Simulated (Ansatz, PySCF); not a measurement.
# Lu(NO2)3: plane waves, with and without spin–orbit coupling

How do the frontier levels of Lu(NO2)3 look with plane waves and spin–orbit coupling? The structure is generated, not taken from experiment.

Method: DFT PBE, plane waves, PAW, molecule in a box with 9 Å of vacuum; program: Ansatz 0.2.0.

3 further runs of the same task are left out: 2 for a known fault of the program, 1 that didn't finish.

### Step 1. Starting geometry

10 atoms, charge 0, spin multiplicity 1.

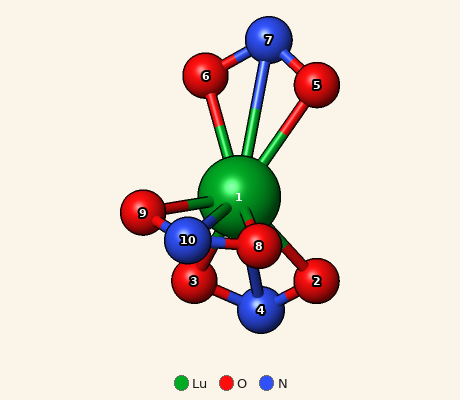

The geometry (lutetium green, oxygen red, nitrogen blue); atoms are numbered from 1 in the order of the file.

As a file:

```xyz
10
charge 0, multiplicity 1
Lu    0.0000    0.0000    0.0000
O     2.0405    0.1675    1.0352
O     2.0405   -0.1675   -1.0352
N     2.7471    0.0000    0.0000
O    -1.1653    1.6834    1.0352
O    -0.8752    1.8509   -1.0352
N    -1.3735    2.3790    0.0000
O    -0.8752   -1.8509    1.0352
O    -1.1653   -1.6834   -1.0352
N    -1.3736   -2.3790    0.0000
```

Formal oxidation states: Lu +3. Each metal's 14 4f electrons lie in its core potential, so multiplicities, spins and levels count the valence alone. In the runs below they are in the valence, and the state is a singlet. An earlier session relaxed this geometry at B3LYP, Lu lcecp-1-SVP with ECP60, O def2-SVP, N def2-SVP (singlet, point group D3).

### Step 2. Scalar-relativistic

The input, input.yaml:

```yaml
crystal:
  lattice:
    - [13.12, 0.0, 0.0]
    - [0.0, 13.76, 0.0]
    - [0.0, 0.0, 11.07]
  atoms:
    - { symbol: Lu, position: [0.44767912, 0.49993096, 0.50001987] }
    - { symbol: O, position: [0.60320808, 0.51210102, 0.59353659] }
    - { symbol: O, position: [0.60320808, 0.48776017, 0.40650407] }
    - { symbol: "N", position: [0.65706021, 0.49993023, 0.50001987] }
    - { symbol: O, position: [0.35886052, 0.62227326, 0.59353659] }
    - { symbol: O, position: [0.38096875, 0.63444331, 0.40650407] }
    - { symbol: "N", position: [0.34298857, 0.67282703, 0.50001987] }
    - { symbol: O, position: [0.38096799, 0.3654186, 0.59353659] }
    - { symbol: O, position: [0.35886052, 0.37758866, 0.40650407] }
    - { symbol: "N", position: [0.3429878, 0.32703488, 0.50001987] }
basis:
  ecutwfc: 420
  ecutrho_ratio: 4
kpoints:
  mp_grid: { grid: [1, 1, 1] }
hamiltonian:
  xc: pbe
scf:
  occupations: { method: gaussian, width: 0.01 }
output:
  forces: true
  eigenvalues: true
  populations: true
  hubbard: { sites: [{ species: Lu, l: f }] }
```

Run with:

```console
ansatz run input.yaml --threads 4 --pin off --max-ram 8192MiB --backend cpu --events-out ev --progress --plain --runs-dir out
```

Output (excerpt; [...] marks lines left out):

```text
Warning: the atoms were moved onto the symmetric positions of the space group found under crystal.symmetry.tolerance 1.0e-5 (fractional; no operation is sought that the atoms, as they stand in a round, miss by more than twice it, and no atom is moved by as much as it), and the run uses [...]
Warning: RAYON_NUM_THREADS=4 ignored (pool sized by the plan → 4); use --threads N
Lu: projections on atomic orbitals take those of the free atom [Kr 4d10] 4f14 5s2 5p6 5d1 6s2, of charge +0.00 (hamiltonian.pseudopotentials.projection_atoms); the dataset's partial waves leave at most 5.1e-5 of an orbital's norm unspanned inside its sphere
[...]
Pseudopotentials: kind: paw
Pseudopotential: Lu, paw, valence charge 25, recommended cutoff 420 eV (normal), Lu.paw.azcp
Pseudopotential: O, paw, valence charge 6, recommended cutoff 420 eV (normal), O.paw.azcp
Pseudopotential: N, paw, valence charge 5, recommended cutoff 420 eV (normal), N.paw.azcp
Functional definition: PBE
[...]
Crystal: 10 atoms, lattice volume = 1998.480 Å³
Basis set: ecut = 420 eV, 39087 PW (Γ), exchange–correlation on 180×192×150 points (8 copies of the dense FFT grid, shifted against one another)
Bands: 48, of which v1, the nominal top of the filled ones, is band 38 counted from 1 (37 counted from 0)
Symmetry: 2 space group operations
Space group: P2 (ITA 3), of the structure as read, at distance tolerance 1.3e-4 Å
k-points: 1
[...]
SCF iter   1: F=—  HF=-19281.703641 eV  |F-HF|=—  |Δ(HF+E_count)|=         —  Δρ=2.18e-3  dr2=1.52e-1  ethr=1.77e-3  ⟨swp⟩=9.0  Hψ=215  notcnv=0
[...]
SCF iter   9: F=-19281.706498 eV  HF=-19281.706498 eV  |F-HF|=1.35e-7  |Δ(HF+E_count)|=   4.48e-7  Δρ=1.73e-6  dr2=4.52e-8  ethr=1.32e-10  ⟨swp⟩=16.0  Hψ=250  notcnv=0
[...]
SCF converged after 9 iterations
Free energy (F): -19281.706498 eV
[...]
E sigma→0 (E₀):  -19281.706498 eV
Fermi energy:    -5.071199 eV
[...]
--- Forces (eV/Å), atoms counted from 1 ---
  atom   1  Lu    -0.01202196     0.00000000     0.00000000
  atom   2  O     -0.46882286     0.12005269     0.85593239
  atom   3  O     -0.46882286    -0.12005269    -0.85593239
  atom   4  N      0.66772528     0.00000000     0.00000000
  atom   5  O      0.13435371    -0.46984910     0.85488481
  atom   6  O      0.34157580    -0.35117705    -0.85624926
  atom   7  N     -0.33496885     0.58006469     0.00139707
  atom   8  O      0.34157580     0.35117705     0.85624926
[...]
--- Band table (eV) ---
[...]
--- Löwdin populations: 10 sites ---
  site symbol       q [e]
     0     Lu     23.6348
     1      O      6.3153
     2      O      6.3153
     3      N      4.6235
     4      O      6.3151
     5      O      6.3153
     6      N      4.6229
     7      O      6.3153
     8      O      6.3151
     9      N      4.6229
  spilling = 0.007957 (of n_electrons = 76.000000)
--- Occupation matrices: 1 shell (Löwdin-built; ε = 2.00e-2, provisional) ---
  Lu0 f_4F: site group C2 (2)
  Lu0 f_4F -      Tr n = 6.9975  λ = 0.999 0.999 1.000 1.000 1.000 1.000 1.000  [7× z3 0.14 B(0.57)]
  Tr n, λ and their labels are of the run-group-symmetrised matrices; stabiliser: 4 of 4 elements of G0×{1,Θ} (closed), max defect 1.2e-15 at τ = 4.2e-3
```

Wall time 6.1 s (4 threads of Arm Neoverse N1, shared host); peak memory 1.1 GiB.

Levels from the highest filled one (eV). Filled: -3.57, -1.90, -1.89, -1.73, -1.18, -1.18, -0.87, -0.64, -0.01, 0.00. Empty: 2.81, 2.82, 3.34, 4.71, 6.20, 6.21, 6.23, 6.81.

The f shell of Lu1 holds 13.99 electrons.

### Step 3. Spin–orbit coupling

input.yaml: that of step 2 with these lines changed.

```diff
@@ -30 +30,8 @@
   hubbard: { sites: [{ species: Lu, l: f }] }
+  write_density: true
+  write_potential: true
+  elf: true
+  volumetric_format: npy
+magnetization:
+  noncollinear: true
+  spin_orbit: true
```

Run with:

```console
ansatz run input.yaml --threads 4 --pin off --max-ram 8192MiB --backend cpu --events-out ev --progress --plain --runs-dir out
```

Output (excerpt; [...] marks lines left out):

```text
Warning: the atoms were moved onto the symmetric positions of the space group found under crystal.symmetry.tolerance 1.0e-5 (fractional; no operation is sought that the atoms, as they stand in a round, miss by more than twice it, and no atom is moved by as much as it), and the run uses [...]
Warning: RAYON_NUM_THREADS=4 ignored (pool sized by the plan → 4); use --threads N
Lu: projections on atomic orbitals take those of the free atom [Kr 4d10] 4f14 5s2 5p6 5d1 6s2, of charge +0.00 (hamiltonian.pseudopotentials.projection_atoms); the dataset's partial waves leave at most 6.8e-7 of an orbital's norm unspanned inside its sphere
[...]
Pseudopotentials: kind: paw_fr
Pseudopotential: Lu, paw_fr, valence charge 25, recommended cutoff 420 eV (normal), Lu.paw.azcp#standard-fr
Pseudopotential: O, paw_fr, valence charge 6, recommended cutoff 420 eV (normal), O.paw.azcp#standard-fr
Pseudopotential: N, paw_fr, valence charge 5, recommended cutoff 420 eV (normal), N.paw.azcp#standard-fr
[... 1 set-up line as earlier in the session ...]
[...]
WARN: The output density's exchange-correlation potential varies sharply where the density is thin. Do not read a vacuum level from v_tot or v_xc, or from such a field of the output density. On a cell that repeats whose density bears no net charge and no dipole along the vacuum's axis use [...]
Free energy (F): -19298.842049 eV
[...]
E sigma→0 (E₀):  -19298.842049 eV
Fermi energy:    -5.062553 eV
[...]
--- Forces (eV/Å), atoms counted from 1 ---
  atom   1  Lu    -0.01200900     0.00000000     0.00000000
  atom   2  O     -0.47847089     0.11950364     0.85103104
  atom   3  O     -0.47847089    -0.11950364    -0.85103104
  atom   4  N      0.66856470     0.00000000     0.00000000
  atom   5  O      0.13967320    -0.47795357     0.84996543
  atom   6  O      0.34593483    -0.35982969    -0.85132479
  atom   7  N     -0.33545800     0.58090146     0.00138111
  atom   8  O      0.34593483     0.35982969     0.85132479
[...]
--- Band table (eV) ---
[...]
--- Löwdin populations: 10 sites ---
  site symbol       q [e]
     0     Lu     23.6324
     1      O      6.3154
     2      O      6.3154
     3      N      4.6234
     4      O      6.3153
     5      O      6.3154
     6      N      4.6228
     7      O      6.3154
     8      O      6.3153
     9      N      4.6228
  spilling = 0.007977 (of n_electrons = 76.000000)
--- Occupation matrices: 1 shell (Löwdin-built; ε = 2.00e-2, provisional) ---
  Lu0 f_4F: site group C2 (2)
  Lu0 f_4F spinor Tr n = 13.9945  λ = 0.999 0.999 0.999 0.999 1.000 1.000 1.000 1.000 1.000 1.000 1.000 1.000 1.000 1.000  [14× z3 0.14 E1/2(1.00)]
  Tr n, λ and their labels are of the run-group-symmetrised matrices; stabiliser: 4 of 4 elements of G0×{1,Θ} (closed), max defect 1.2e-15 at τ = 4.2e-3
```

Run time: 38 s. Hardware: 4 threads of Arm Neoverse N1, shared host; peak memory 3.2 GiB.

Levels from the highest filled one (eV). Filled: -1.19, -1.19, -0.89, -0.89, -0.66, -0.66, -0.05, -0.05, 0.00, 0.00. Empty: 2.79, 2.79, 2.80, 2.80, 3.32, 3.32, 4.69, 4.69.

The f shell of Lu1 holds 13.99 electrons, with a spin moment of 0.00 μB and an orbital moment of 0.00 μB.

### Step 4. Results

| run | gap (eV) | largest force component (eV/Å) | time |
| --- | --- | --- | --- |
| scalar-relativistic | 2.81 | 0.86 | 6.1 s |
| spin–orbit coupling | 2.79 | 0.85 | 38 s |

Spin–orbit coupling changes the gap between the highest filled and lowest empty level from 2.81 to 2.79 eV, at 6.3 times the wall time. The geometry was relaxed with B3LYP in Gaussian bases, so forces remain. Levels near the vacuum level depend on the box.
